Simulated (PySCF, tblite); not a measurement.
# C₂H₆BClN radical: geometry, infrared bands and EPR parameters

What infrared bands and EPR parameters should C₂H₆BClN radical (`C[CH]B(N)Cl`) show?

The runs use tblite 0.8.0 and PySCF 2.14.0, with density-fitted response routines of our own; the level of theory stands in each step. All values are computed, except where a source is named. Atoms count from 0, in the outputs and in this text.

## (1) The molecule as given

11 atoms, charge 0, multiplicity 2; geometry from: force field or distance geometry start.

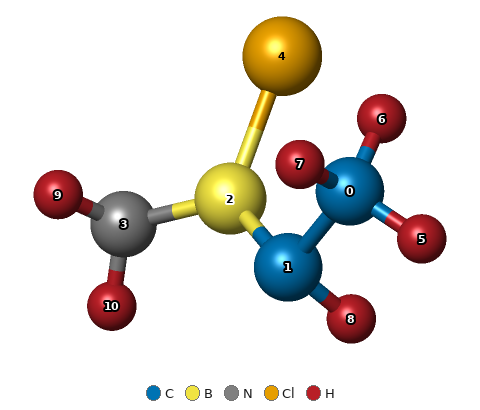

As it starts; carbon blue, boron yellow, nitrogen grey, chlorine amber, hydrogen red, atoms numbered.

## (2) Relaxing the molecule with GFN2-xTB

Job settings and geometry (Å):

```
{"job": {"kind": "relax", "xc": "GFN2-xTB", "basis": "xTB"}, "charge": 0, "multiplicity": 2}
C     -1.612700    -0.158200     0.592200
C     -0.311000     0.587900     0.812800
B      0.789500     0.051000    -0.175700
N      2.256000    -0.052900     0.090800
Cl     0.139800    -0.934000    -1.606300
H     -2.435600     0.555800     0.843500
H     -1.720300    -0.450900    -0.475000
H     -1.711400    -1.043700     1.237500
H     -0.512600     1.640500     0.533300
H      2.464500    -0.944200     0.604400
H      2.659000     0.751400     0.596300
```

Command:

```sh
$ OMP_NUM_THREADS=1 python probes_run.py task.json out
```

This one command runs all jobs of the session in turn.

The program printed:

```text
step      E/eV     max force
  0    -434.53318    3.466
  1    -434.86055    2.518
  2    -435.21024    1.204
  3    -435.30776    0.862
  4    -435.45443    1.130
  5    -435.55822    1.225
  6    -435.69522    1.239
  7    -435.79373    0.916
  8    -435.89671    0.709
  9    -435.96060    0.656
 10    -436.01847    0.787
 11    -436.07813    0.616
 12    -436.10833    0.688
 13    -436.13898    0.509
 14    -436.16580    0.545
 15    -436.20003    0.536
 16    -436.22026    0.506
 17    -436.24179    0.423
 18    -436.26608    0.576
 19    -436.29773    0.575
 20    -436.32227    0.476
 21    -436.33830    0.378
 22    -436.34862    0.269
 23    -436.35987    0.397
 24    -436.36722    0.356
 25    -436.37397    0.230
 26    -436.37810    0.201
 27    -436.38166    0.196
 28    -436.38606    0.181
 29    -436.39095    0.226
 30    -436.39621    0.224
 31    -436.40179    0.232
 32    -436.40714    0.215
 33    -436.41185    0.163
 34    -436.41555    0.199
 35    -436.41919    0.165
 36    -436.42278    0.139
 37    -436.42565    0.165
 38    -436.42873    0.204
 39    -436.43262    0.210
 40    -436.43639    0.193
 41    -436.44008    0.162
 42    -436.44410    0.182
 43    -436.44848    0.175
 44    -436.45241    0.161
 45    -436.45496    0.135
 46    -436.45669    0.129
 47    -436.45883    0.132
 48    -436.46079    0.107
 49    -436.46201    0.084
 50    -436.46254    0.079
 51    -436.46313    0.056
 52    -436.46386    0.062
 53    -436.46427    0.062
 54    -436.46457    0.042
 55    -436.46488    0.045
 56    -436.46524    0.046
 57    -436.46552    0.041
 58    -436.46567    0.029
 59    -436.46576    0.027
 60    -436.46585    0.029
 61    -436.46599    0.042
 62    -436.46616    0.043
 63    -436.46636    0.047
 64    -436.46659    0.049
 65    -436.46689    0.059
 66    -436.46729    0.087
 67    -436.46776    0.089
 68    -436.46824    0.057
 69    -436.46863    0.056
 70    -436.46895    0.065
 71    -436.46942    0.107
 72    -436.47015    0.131
 73    -436.47104    0.115
 74    -436.47187    0.093
 75    -436.47251    0.097
 76    -436.47302    0.057
 77    -436.47331    0.036
 78    -436.47366    0.041
 79    -436.47400    0.052
 80    -436.47438    0.048
 81    -436.47449    0.062
 82    -436.47504    0.047
 83    -436.47530    0.048
 84    -436.47564    0.063
 85    -436.47605    0.065
 86    -436.47646    0.078
 87    -436.47743    0.041
 88    -436.47757    0.041
 89    -436.47769    0.036
 90    -436.47780    0.026
 91    -436.47790    0.029
 92    -436.47795    0.013
 93    -436.47796    0.005
```

Run time: 0.34 s. Hardware: 1 thread of Arm Neoverse V2, shared host.

The steps of the relaxation: (not every step is listed)

```tsv
step	energy from step 0 (eV)	largest force (eV/Å)
0	0.0000	3.4659
1	-0.3274	2.5183
2	-0.6771	1.2036
3	-0.7746	0.8616
4	-0.9212	1.1304
5	-1.0250	1.2251
6	-1.1620	1.2392
7	-1.2605	0.9160
8	-1.3635	0.7086
16	-1.6871	0.5057
24	-1.8340	0.3559
32	-1.8740	0.2154
40	-1.9032	0.1925
48	-1.9276	0.1073
56	-1.9321	0.0465
64	-1.9334	0.0494
72	-1.9370	0.1306
80	-1.9412	0.0482
88	-1.9444	0.0412
89	-1.9445	0.0357
90	-1.9446	0.0257
91	-1.9447	0.0292
92	-1.9448	0.0135
93	-1.9448	0.0051
```

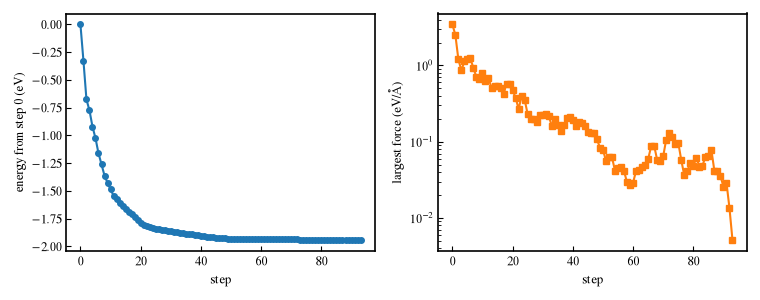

Energy and largest force along the relaxation.

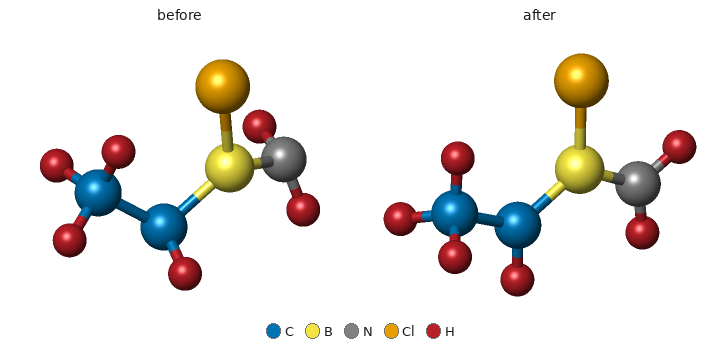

The geometry before (left) and after (right).

Distances of close pairs at the start and the end, largest changes first:

```tsv
bond	before (Å)	after (Å)	change (Å)
B2–Cl4	1.854	1.757	-0.098
B2–N3	1.494	1.403	-0.092
C1–B2	1.574	1.511	-0.063
N3–H9	1.050	1.005	-0.044
C0–C1	1.516	1.478	-0.038
N3–H10	1.032	1.004	-0.028
C0–H6	1.112	1.087	-0.025
C1–H8	1.108	1.083	-0.024
```

The final coordinates are the input of the step that follows.

## (3) Harmonic vibrations with GFN2-xTB

Job settings and geometry (Å):

```
{"job": {"kind": "ir", "xc": "GFN2-xTB", "basis": "xTB"}, "charge": 0, "multiplicity": 2}
C     -1.780298    -0.008578     0.482038
C     -0.351540     0.312713     0.685325
B      0.801655    -0.251722    -0.111047
N      2.137172     0.099390     0.134822
Cl     0.516421    -1.398002    -1.411431
H     -2.350265     0.898214     0.259401
H     -1.914487    -0.720260    -0.328326
H     -2.213525    -0.422119     1.397246
H     -0.161194     1.019458     1.484129
H      2.909192    -0.270707    -0.391974
H      2.412296     0.744284     0.853693
```

The program printed:

```text
mode    cm-1     km/mol
  1     106.0      1.69
  2     131.6      4.47
  3     161.7      3.58
  4     292.5      1.10
  5     388.6      3.10
  6     431.9      1.70
  7     467.1     24.57
  8     509.6    158.53
  9     540.5      2.92
 10     648.8     24.77
 11     795.5      2.38
 12     954.8      3.04
 13     960.3    102.93
 14    1091.6     65.46
 15    1184.1     67.59
 16    1246.6     80.76
 17    1377.6      8.76
 18    1382.5     43.69
 19    1448.8      3.03
 20    1471.1      5.90
 21    1508.2    114.98
 22    2927.3     13.94
 23    2957.0     18.43
 24    3037.0     18.45
 25    3050.4     64.74
 26    3504.2     16.28
 27    3547.6      1.97
```

It took 0.19 s on 1 thread of Arm Neoverse V2, shared host.

The strongest bands and the atoms that carry them (share of the mass-weighted mode):

```tsv
cm⁻¹	km/mol	atoms
510	158.5	H9 72 %, N3 18 %
960	102.9	H8 16 %, H6 15 %, B2 15 %, H7 14 %
1092	65.5	B2 30 %, C1 22 %, H6 15 %, H8 11 %
1184	67.6	C1 25 %, H8 21 %, C0 21 %, B2 16 %
1247	80.8	H8 32 %, B2 30 %, N3 12 %
1382	43.7	B2 25 %, C1 25 %, H7 14 %, H5 14 %
1508	115.0	H9 41 %, H10 41 %, N3 16 %
3050	64.7	H6 68 %, H8 24 %
```

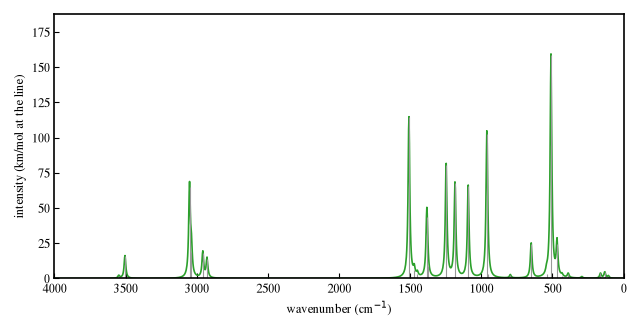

The infrared spectrum from these modes, unscaled. Lines are broadened to a width of 14 cm⁻¹ (Lorentzian).

## (4) g tensor and hyperfine couplings: B3LYP/pcH-1

Settings changed since step 3:

```diff
@@ -1,2 +1,2 @@
-{"job": {"kind": "ir", "xc": "GFN2-xTB", "basis": "xTB"}, "charge": 0, "multiplicity": 2}
+{"job": {"kind": "epr", "basis": "pcH-1"}, "charge": 0, "multiplicity": 2}
 C     -1.780298    -0.008578     0.482038
```

Level: UKS B3LYP, pcH-1 on B C Cl H N, non-relativistic, mean-field spin-orbit, GIAO.

The program printed:

```text
UKS, coarse grid
  cycle   1  E = -619.65349039  |g| = 3.37e-01
  cycle   2  E = -619.64222448  |g| = 3.82e-01
  cycle   3  E = -619.70482949  |g| = 6.42e-02
  cycle   4  E = -619.70620132  |g| = 3.65e-02
  cycle   5  E = -619.70679427  |g| = 5.55e-03
  cycle   6  E = -619.70681154  |g| = 3.35e-03
  cycle   7  E = -619.70681819  |g| = 6.57e-04
UKS, final grid
  cycle   1  E = -619.70679165  |g| = 5.58e-04
  cycle   2  E = -619.70679158  |g| = 7.14e-04
  cycle   3  E = -619.70679181  |g| = 1.12e-04
  cycle   4  E = -619.70679182  |g| = 6.18e-05
  cycle   5  E = -619.70679182  |g| = 2.42e-05
E = -619.70679182 Eh   <S^2> = 0.7539 (exact 0.7500)
g shifts (ppm)      1          2          3
  rmc          -145       -145       -145
  gc              1         26         36
  oz_so         -28       1378       1545
  total        -172       1259       1436
hyperfine (MHz)  atom isotope    a_iso     a_fc   dipolar eigenvalues
    0   13C     -28.68     -28.69     -3.02      0.86      2.16
    1   13C      62.74      62.89    -68.62    -67.90    136.52
    2   11B     -29.55     -29.59     -5.86      1.79      4.08
    3   14N       4.92       4.92     -6.03     -5.33     11.36
    4  35Cl       0.42       0.35     -3.75     -3.32      7.06
    5    1H     111.31     111.31     -5.19     -3.19      8.37
    6    1H       1.68       1.68     -4.03     -3.65      7.68
    7    1H     111.11     111.11     -5.20     -3.18      8.38
    8    1H     -50.85     -50.84    -31.95     -1.47     33.42
    9    1H     -10.00     -10.01     -8.02     -2.52     10.53
   10    1H      -8.48      -8.49     -3.79     -3.60      7.39
```

It took 29 s on 1 thread of Arm Neoverse V2, shared host; peak memory 0.66 GiB.

Principal g values 2.00215, 2.00358, 2.00376; g(iso) = 2.00316, against 2.00232 for a free electron.

Mean a(iso) over the nuclei that a row names, and the largest dipolar term of the row (other rows stand at the frozen geometry):

```tsv
nuclei	isotope	a(iso) (MHz)	a(iso) (G, at g = 2.0023)	largest dipolar term (MHz)
H5, H6, H7	1H	74.7	26.7	8.4
C1	13C	62.7	22.4	136.5
H8	1H	-50.8	-18.1	33.4
B2	11B	-29.6	-10.5	-5.9
C0	13C	-28.7	-10.2	-3.0
H9, H10	1H	-9.2	-3.3	10.5
N3	14N	4.9	1.8	11.4
Cl4	35Cl	0.4	0.2	7.1
```

Mulliken spin populations:

```tsv
atom	value (e)
C0	-0.08
C1	0.90
B2	0.01
N3	0.11
Cl4	0.02
H5	0.04
H6	0.00
H7	0.04
H8	-0.04
H9	-0.01
H10	0.00
```

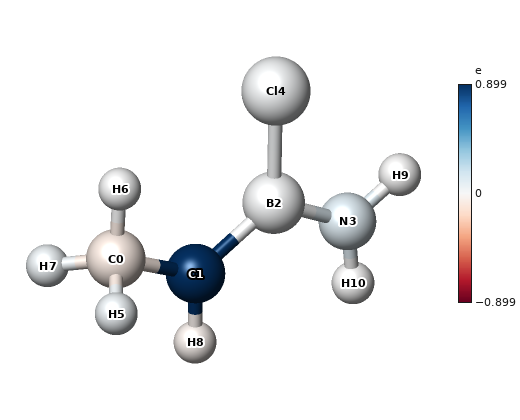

Mulliken spin populations, as colours on the atoms.

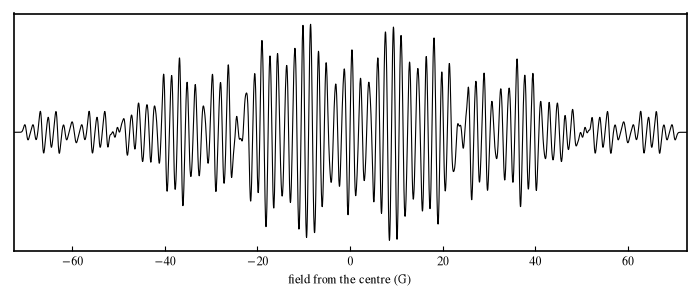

First-order isotropic spectrum (first derivative, main isotopes with spin only, couplings over 0.8 MHz, Gaussian width 0.3 G; couplings of the frozen geometry, rotation of groups not averaged beyond the rows shown).

Orbitals, density, ELF and potential are computed afterwards from the orbital file.

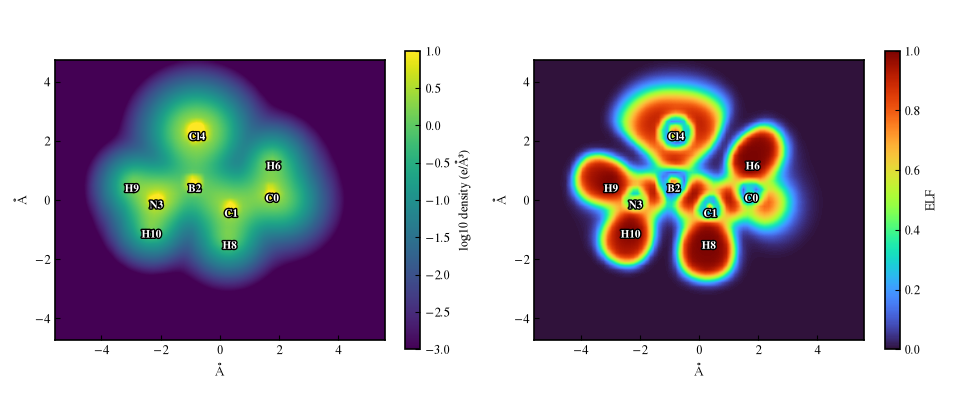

Density (left) and ELF (right) in a plane through or near 9 of the atoms.

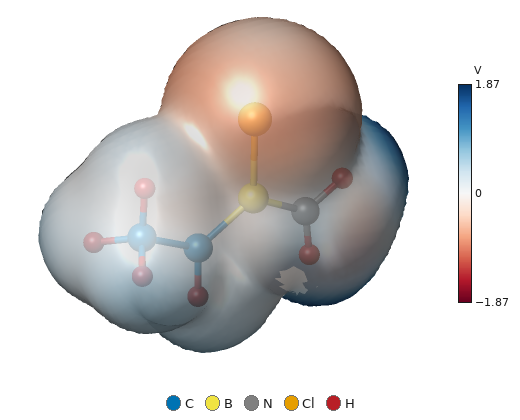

Electrostatic potential on the surface of density 0.002 e/bohr³; red is low, blue high. It runs from -0.78 V near Cl4 to 1.87 V near H10.

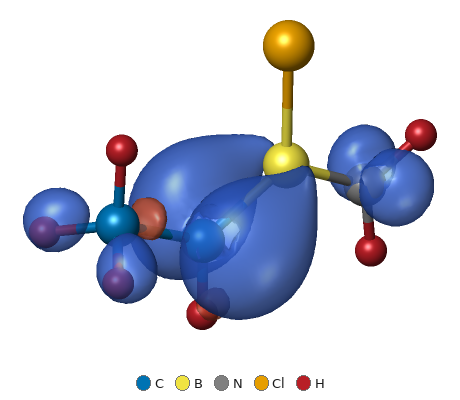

Spin density at ±0.03 e/Å³ (alpha excess blue, beta excess red).

## (5) Outcome

```
                                                                  quantity                       value
                                 strongest single infrared mode (GFN2-xTB)        510 cm⁻¹, 159 km/mol
                                              zero-point energy (GFN2-xTB)               51.6 kcal/mol
                                                            g(iso) (B3LYP)                     2.00316
                                                                      ⟨S²⟩          0.754 (exact 0.75)
                                        largest a(iso) (averaged by class)  1H on H5, H6, H7, 74.7 MHz
potential on the surface of density 0.002 e/bohr³, 1st and 99th percentile          -0.78 V and 1.87 V
```

What this shows: The optimisation took 93 steps and gained 1.945 eV; among the close pairs (by a distance rule), B2–Cl4 changed most, from 1.854 to 1.757 Å. All 27 modes are real, so the xTB geometry is a minimum. The strongest single mode, at 510 cm⁻¹, moves mainly H9. GFN2-xTB is a fitted tight-binding method: band positions and strengths are rough. Its intensities can rank the bands wrongly. C1 carries the largest spin population, 0.90 e. The isotropic g lies 0.8 ppt above the free-electron value. These values are for one conformer; the search (at its own cheap level) found 2 more, at 0.00, 0.69 kcal/mol (those within 0.05 may be mirror or relabelled copies), and measured spectra average over such forms.
